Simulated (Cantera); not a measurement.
A closed system holds: 1 mol HgO, a varied amount of N2, at 802 °C and 32.0 Pa.

Equilibrium computed with Cantera from the NASA thermochemical tables; the gas is ideal and each condensed phase is pure. Candidate condensed phases: Hg, HgO; 10 gas species. Rates play no part.

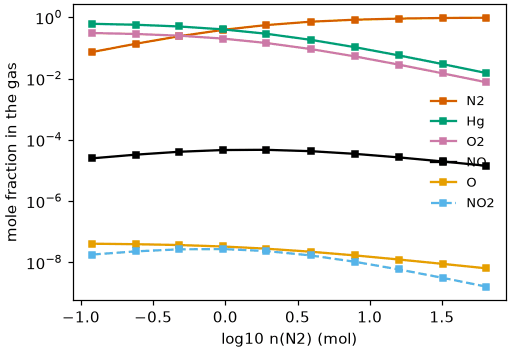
Fig. 1. Equilibrium gas composition (values under 1e-9 drawn at 1e-9)

From 0.12 mol N2 to 64 mol N2 nothing is condensed. The main Hg-bearing gas is Hg throughout.
